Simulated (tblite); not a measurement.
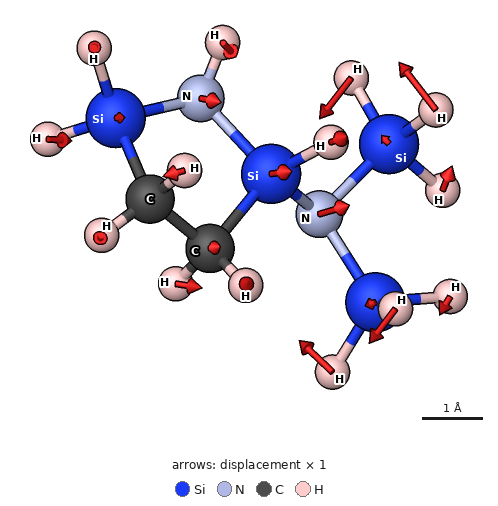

This is a relaxation of C$_{2}$H$_{14}$N$_{2}$Si$_{4}$. The starting structure is drawn; red arrows show the displacements, at their true length. The two geometries are superimposed by the best rigid fit.

Style: ball-and-stick. Shown at a tilt.

These are results of GFN2-xTB geometry optimisation, gas phase in tblite, not measurements. 

Q: Atoms of which element are displaced furthest, and by how much?

A: Hydrogen: up to 1.09 Å, against 0.76 Å for nitrogen.

Q: What happened in the run?

A: The energy falls by 99.4 kJ/mol in 162 geometry steps. The atom that moves furthest after the best rigid fit is an H atom (1.09 Å). By element the largest moves are H 1.09 Å, N 0.76 Å, Si 0.57 Å, C 0.31 Å. Near-neighbour distances that change, for instance: N–Si 1.797 → 1.740 Å, N–Si 1.777 → 1.730 Å, C–Si 1.856 → 1.899 Å, H–N 1.044 → 1.004 Å. Among the angles between lasting bonds that change: Si–N–Si 106.1° → 121.7°, Si–N–H 108.0° → 121.4°, Si–N–Si 105.7° → 117.3°. The run took 1.9 s on 1 thread of Intel(R) Xeon(R) 6975P-C, on a shared host.
